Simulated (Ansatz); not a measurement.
# CH4ClGe (SMILES [CH3][GeH][Cl]): levels of theory compared

Aim: a comparison of 6 runs (U-revPBE/def2-SVP, U-wB97X/def2-SVP, UB3LYP/def2-SVP, UBLYP/def2-SVP, USVWN5/def2-SVP, UCCSD(T)/def2-SVP) of CH4ClGe. 

Program for the calculation: Ansatz 0.2.0.

68 further runs of the same task are left out: 68 set aside as unsound or not needed.

### 1 Starting point

The species is CH4ClGe (7 atoms), meant as a doublet with charge 0. As SMILES, `[CH3][GeH][Cl]`. One bond was lengthened or shortened from a relaxed shape.

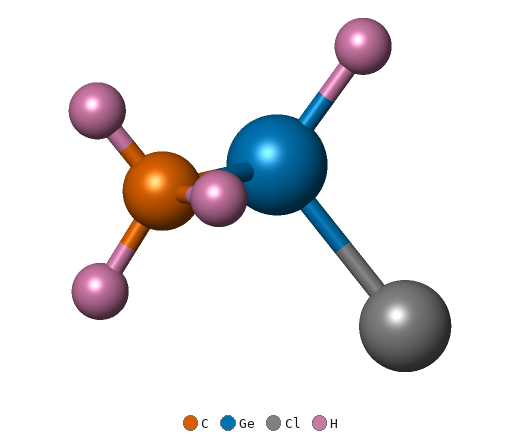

The structure, seen from a chosen angle (carbon orange, germanium blue, chlorine grey, hydrogen pink).

### 2 The energy at U-revPBE/def2-SVP (run 1)

Input file molecule.yaml:

```yaml
crystal:
  periodic: [false, false, false]
  atoms:
    - {symbol: C, position_ang: [-0.596100, 0.500966, -0.325321]}
    - {symbol: Ge, position_ang: [0.842400, -0.822934, -0.246521]}
    - {symbol: Cl, position_ang: [1.154000, -1.299134, 1.846079]}
    - {symbol: H, position_ang: [-0.296400, 1.377066, 0.253879]}
    - {symbol: H, position_ang: [-1.646200, 0.021400, 0.160800]}
    - {symbol: H, position_ang: [-0.772900, 0.791966, -1.361621]}
    - {symbol: H, position_ang: [2.198400, -0.261934, -0.753521]}
basis:
  gaussian:
    orbitals: def2-SVP
magnetization:
  spin_polarized: true
  initial_magnetization: 1
hamiltonian:
  xc: {name: revPBE}
accuracy: high
output:
  orbitals: {seedname: orbitals}
```

On the command line:

```sh
$ ansatz run molecule.yaml --threads 1 --pin off --max-ram 3480MiB --events-out events.jsonl --progress --plain --runs-dir runs
```

The log of the run:

```text
Warning: RAYON_NUM_THREADS=1 ignored (pool sized by the plan → 1); use --threads N
Functional definition: revPBE
  name "revPBE"
  parameter kappa = 1.245
  parameter beta = 0.06672455060314922
  exchange = pbe_x(kappa = kappa, mu = beta*pi^2/3)
  correlation = pbe_c(beta = beta)
1783 factors; integrals over basis functions are off by at most 4.7e-9 eV
mean field evaluation 1: about -70117.7049 eV, gradient 3.7e1 eV
mean field evaluation 2: about -70103.3690 eV, gradient 5.7e1 eV
mean field evaluation 4: about -70124.1998 eV, gradient 3.6e0 eV
mean field evaluation 8: about -70124.2616 eV, gradient 5.4e-2 eV
mean field evaluation 16: about -70124.2617 eV, gradient 1.0e-5 eV
mean field -70124.26165183 eV, -2577.0190837729 hartree, gradient 6.3e-8 eV, S^2 0.751317; 0 other end points of the search recorded, 0 dependent functions left out
reference -70124.26165546 eV, -2577.0190839064 hartree; 30, 29 occupied and 54, 55 virtual orbitals, 1783 factors
Total energy: -70124.26165546 eV, -2577.0190839064 hartree
```

Run time: 9.6 s. Hardware: 1 thread of Arm Neoverse V1, shared host; peak memory 0.25 GiB.

### 3 A single-point energy at U-wB97X/def2-SVP (run 2)

Input file in.yaml:

```yaml
crystal:
  periodic: [false, false, false]
  atoms:
    - {symbol: C, position_ang: [-0.596100, 0.500966, -0.325321]}
    - {symbol: Ge, position_ang: [0.842400, -0.822934, -0.246521]}
    - {symbol: Cl, position_ang: [1.154000, -1.299134, 1.846079]}
    - {symbol: H, position_ang: [-0.296400, 1.377066, 0.253879]}
    - {symbol: H, position_ang: [-1.646200, 0.021400, 0.160800]}
    - {symbol: H, position_ang: [-0.772900, 0.791966, -1.361621]}
    - {symbol: H, position_ang: [2.198400, -0.261934, -0.753521]}
basis:
  gaussian: {orbitals: def2-SVP}
magnetization: {spin_polarized: true, initial_magnetization: 1}
hamiltonian: {xc: {name: wB97X}}
accuracy: high
output: {orbitals: {seedname: orbitals}}
```

On the command line:

```sh
$ ansatz run in.yaml --threads 1 --pin off --max-ram 3480MiB --events-out events.jsonl --progress --plain --runs-dir runs
```

The log of the run, shortened:

```text
Warning: RAYON_NUM_THREADS=1 ignored (pool sized by the plan → 1); use --threads N
Functional definition: wB97X
  name "wB97X"
[...]
      + exact_x_lr(omega)
[...]
      + integral(e_c_pw_opposite_spin*poly(b97_u_opposite, 1, cos1, cos2, cos3, cos4))
1783 factors; integrals over basis functions are off by at most 4.7e-9 eV
335 factors; integrals over basis functions are off by at most 1.9e-9 eV
[...]
mean field -70131.99359738 eV, -2577.3032275309 hartree, gradient 5.3e-8 eV, S^2 0.752123; 0 other end points of the search recorded, 0 dependent functions left out
reference -70131.99359513 eV, -2577.3032274483 hartree; 30, 29 occupied and 54, 55 virtual orbitals, 1783 factors
Total energy: -70131.99359513 eV, -2577.3032274483 hartree
```

Run time: 57 s. Hardware: 1 thread of Arm Neoverse V1, shared host; peak memory 0.81 GiB.

Runs 3 to 4 aren't shown in full; the table further down has their settings and results.

### 4 The energy at USVWN5/def2-SVP (run 5)

Input file run.yaml:

```yaml
crystal:
  periodic: [false, false, false]
  atoms:
    - {symbol: C, position_ang: [-0.596100, 0.500966, -0.325321]}
    - {symbol: Ge, position_ang: [0.842400, -0.822934, -0.246521]}
    - {symbol: Cl, position_ang: [1.154000, -1.299134, 1.846079]}
    - {symbol: H, position_ang: [-0.296400, 1.377066, 0.253879]}
    - {symbol: H, position_ang: [-1.646200, 0.021400, 0.160800]}
    - {symbol: H, position_ang: [-0.772900, 0.791966, -1.361621]}
    - {symbol: H, position_ang: [2.198400, -0.261934, -0.753521]}
basis:
  gaussian: {orbitals: def2-SVP}
hamiltonian: {xc: {name: SVWN5}}
magnetization: {spin_polarized: true, initial_magnetization: 1}
accuracy: high
output: {orbitals: {seedname: orbitals}}
```

On the command line:

```sh
$ ansatz run run.yaml --threads 1 --pin off --max-ram 3480MiB --events-out events.jsonl --progress --plain --runs-dir runs
```

The log of the run:

```text
Warning: RAYON_NUM_THREADS=1 ignored (pool sized by the plan → 1); use --threads N
Functional definition: SVWN5
  name "SVWN5"
  exchange = slater_x
  correlation = vwn5_c
1783 factors; integrals over basis functions are off by at most 4.7e-9 eV
mean field evaluation 1: about -69986.8179 eV, gradient 4.1e1 eV
mean field evaluation 2: about -69968.5911 eV, gradient 6.3e1 eV
mean field evaluation 4: about -69994.2412 eV, gradient 4.7e0 eV
mean field evaluation 8: about -69994.3436 eV, gradient 3.0e-1 eV
mean field evaluation 16: about -69994.3441 eV, gradient 1.9e-5 eV
mean field -69994.34414408 eV, -2572.2447034245 hartree, gradient 9.1e-8 eV, S^2 0.750683; 0 other end points of the search recorded, 0 dependent functions left out
reference -69994.34414682 eV, -2572.2447035253 hartree; 30, 29 occupied and 54, 55 virtual orbitals, 1783 factors
Total energy: -69994.34414682 eV, -2572.2447035253 hartree
```

It took 5.4 s on 1 thread of Arm Neoverse V1, shared host; peak memory 0.22 GiB.

### 5 The energy at UCCSD(T)/def2-SVP (run 6)

Input file job.yaml:

```yaml
crystal:
  periodic: [false, false, false]
  atoms:
    - {symbol: C, position_ang: [-0.596100, 0.500966, -0.325321]}
    - {symbol: Ge, position_ang: [0.842400, -0.822934, -0.246521]}
    - {symbol: Cl, position_ang: [1.154000, -1.299134, 1.846079]}
    - {symbol: H, position_ang: [-0.296400, 1.377066, 0.253879]}
    - {symbol: H, position_ang: [-1.646200, 0.021400, 0.160800]}
    - {symbol: H, position_ang: [-0.772900, 0.791966, -1.361621]}
    - {symbol: H, position_ang: [2.198400, -0.261934, -0.753521]}
basis:
  gaussian:
    orbitals: def2-SVP
magnetization:
  spin_polarized: true
  initial_magnetization: 1
correlation:
  method: ccsd_t
  frozen_orbitals: {C: 1, Cl: 5, Ge: 9, H: 0}
accuracy: high
scf:
  omitted_lower_state_checks: [cluster_reference, increment]
```

On the command line:

```sh
$ ansatz run job.yaml --threads 1 --pin off --max-ram 3480MiB --events-out events.jsonl --progress --plain --runs-dir runs
```

The log of the run, shortened:

```text
Warning: RAYON_NUM_THREADS=1 ignored (pool sized by the plan → 1); use --threads N
Functional definition: HF
  name "HF"
[...]
1783 factors; integrals over basis functions are off by at most 4.7e-9 eV
[...]
mean field -70059.29025420 eV, -2574.6314289495 hartree, gradient 2.0e-8 eV, S^2 0.753655; 0 other end points of the search recorded, 0 dependent functions left out
15 core orbitals not correlated: weight in the atoms' cores, before any rotation towards them, 1.000 or more for the frozen orbitals, at most 0.000 for the correlated occupied ones
reference -70059.29025420 eV, -2574.6314289495 hartree; 15, 14 occupied and 54, 55 virtual orbitals, 1783 factors
second order -13.37101231 eV of doubles, -0.00000000 eV of singles
cycle   1  -13.74925776 eV  change   -3.8e-1 eV  update   8.2e-2
[...]
cycle  21  -14.20910990 eV  change    2.0e-9 eV  update   2.1e-9
perturbative correction -0.38510966 eV, -0.0141525188 hartree
Total energy: -70073.88447376 eV, -2575.1677566257 hartree
Checks for a lower state left out: cluster_reference, increment
```

It took 58 s on 1 thread of Arm Neoverse V1, shared host; peak memory 0.74 GiB.

### 6 The series

| run | level | frozen core orbitals | energy (Eh) | HOMO energy (eV) | LUMO energy (eV) | ⟨S²⟩ | wall time |
| --- | --- | --- | --- | --- | --- | --- | --- |
| 1 | U-revPBE/def2-SVP | – | -2577.019084 | -4.98 | -3.62 | 0.751 | 9.6 s |
| 2 | U-wB97X/def2-SVP | – | -2577.303227 | -8.31 | -1.43 | 0.752 | 57 s |
| 3 | UB3LYP/def2-SVP | – | -2577.335673 | -5.86 | -3.22 | 0.751 | 12 s |
| 4 | UBLYP/def2-SVP | – | -2577.291821 | -4.75 | -3.73 | 0.751 | 9.6 s |
| 5 | USVWN5/def2-SVP | – | -2572.244704 | -4.96 | -4.04 | 0.751 | 5.4 s |
| 6 | UCCSD(T)/def2-SVP | 15 | -2575.167757 | – | – | 0.754 | 58 s |

### 7 Summary of results

```
                                           quantity           value
                                run 6: total energy  -2575.16776 Eh
run 6: correlation energy (15 core orbitals frozen)      -536.3 mEh
                              run 6: (T) correction      -14.15 mEh
           run 6: ⟨S²⟩ of the reference determinant           0.754
                               run 6: T1 diagnostic           0.011
```

What this shows: Totals of different functionals can't be ranked against each other. All runs together took 2.5 min, the longest 58 s.
